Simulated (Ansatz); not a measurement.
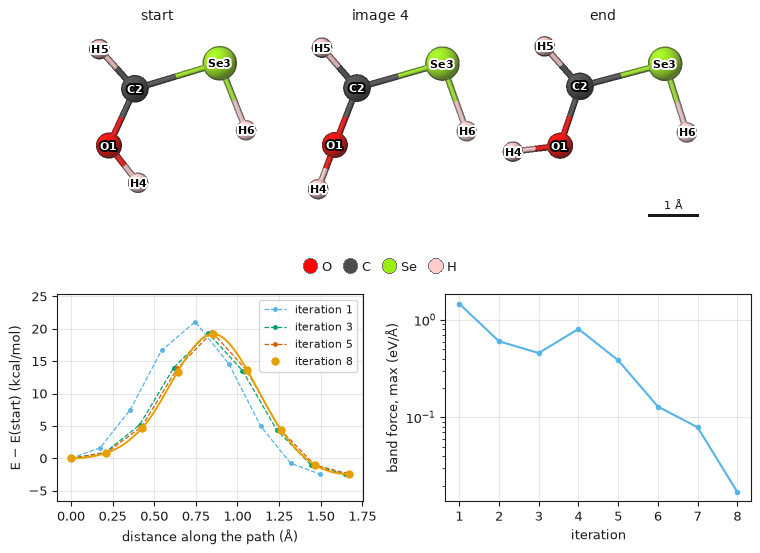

NEB run on CH3OSe (charge +1). Images are numbered from 0 (start) to 8 (end). The plot follows the band through its iterations. The picture is a ball-and-stick view, seen face on.

Computed with Ansatz 0.2.0, RKS PBE0/def2-SVPD.

The input:
```yaml
crystal:
  periodic: [false, false, false]
  atoms:
    - { symbol: O, position_ang: [-0.839167, -0.743096, -0.514912] }
    - { symbol: C, position_ang: [0.296766, -0.170908, -0.545251] }
    - { symbol: Se, position_ang: [1.091829, 0.948269, 0.638876] }
    - { symbol: H, position_ang: [-1.403911, -0.574521, 0.260231] }
    - { symbol: H, position_ang: [0.881698, -0.404107, -1.446782] }
    - { symbol: H, position_ang: [-0.027205, 0.944363, 1.607828] }
total_charge: 1
basis:
  gaussian: { orbitals: def2-SVPD }
hamiltonian:
  xc: pbe0
neb:
  order_check: false
  images: 7
  f_tol: 0.05
  max_iterations: 60
  initial_path: idpp
  final_atoms:
    - { symbol: O, position_ang: [-0.93935577, -0.48928483, -0.00180225] }
    - { symbol: C, position_ang: [0.22106174, -0.10461008, -0.36823287] }
    - { symbol: Se, position_ang: [1.23701815, 1.01218924, 0.61946293] }
    - { symbol: H, position_ang: [-1.38802466, -1.09194277, -0.62159456] }
    - { symbol: H, position_ang: [0.6420049, -0.45483673, -1.32274518] }
    - { symbol: H, position_ang: [0.22730564, 1.12848517, 1.69490194] }
```

Launched with:
```bash
ansatz run input.yaml --threads 2 --pin off --max-ram 3072MiB --backend cpu --events-out ev --progress --plain --runs-dir out
```

### How did the profile develop, and is the result final?

The run is converged, with reservations. The band converged in 8 iterations. The largest component of the band force went from 1.5 to 0.017 eV/Å. The climbing image converged on the top of the path. Its vibrational analysis gives 2 imaginary modes over 30i cm⁻¹, so it isn't confirmed as a transition state. The first iteration put the highest image at 21.1 kcal/mol. The energy climbs by 19.2 kcal/mol to image 4 and then falls by 21.6 kcal/mol, so the end point sits at −2.4 kcal/mol.

Cost: 110 s on 2 threads of AMD EPYC 7B13 (Zen 3) (shared host), peak memory 0.26 GiB.
